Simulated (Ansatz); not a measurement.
**Redistribution: C2H5Cl + C2H2F4 → C2H6 + C2HClF4**

Species: C2H5Cl (chloroethane) `CCCl`, singlet; C2H2F4 (norflurane) `FCC(F)(F)F`, singlet; C2H6 (ethane) `CC`, singlet; C2HClF4 `FC(Cl)C(F)(F)F`, singlet. The partners trade Cl for H; both sit on C, so the bond types are kept.

Shapes, held fixed at every level: PBE0-D4/def2-TZVP. Programs: Ansatz 0.2.0. The zero-point and thermal change to 298 K, harmonic and unscaled (PBE0-D4/def2-TZVP), is -2.7 kJ/mol.

```tsv
level	kind	ΔH(298 K) (kJ/mol)	less CCSD(T)/CBS estimate	CPU time (sum over the molecules)
HF/def2-TZVPP	Hartree–Fock	+22.1	+9.8	–
PBE-D4/def2-TZVPP	GGA	+5.7	-6.6	23 s
B3LYP-D4/def2-TZVPP	global hybrid	+10.8	-1.5	43 s
PBE0-D4/def2-TZVPP	global hybrid	+9.1	-3.2	26 s
r2SCAN0-D4/def2-TZVPP	global hybrid	+8.6	-3.7	43 s
B2PLYP/def2-TZVPP	double hybrid	+12.1	-0.2	49 s
CCSD(T)/CBS estimate	coupled cluster or CI	+12.3	0.0	38 min
```

The highest level, CCSD(T)/CBS estimate, gives ΔH(298 K) = +12.3 kJ/mol; the levels span +5.7 to +22.1. The column of differences is taken from that level and isn't an error. No measured value is set beside it here. The CBS estimate extrapolates MP2 from def2-TZVPP and def2-QZVPP and adds CCSD(T) − MP2 in the triple-zeta set, cores frozen. Times are processor times on shared x86 and Arm servers, and rough.

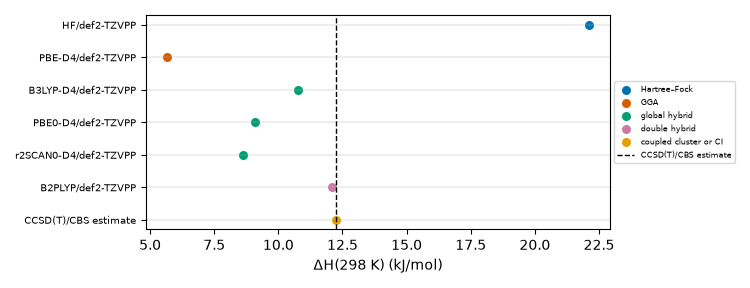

The values of the table, level by level.
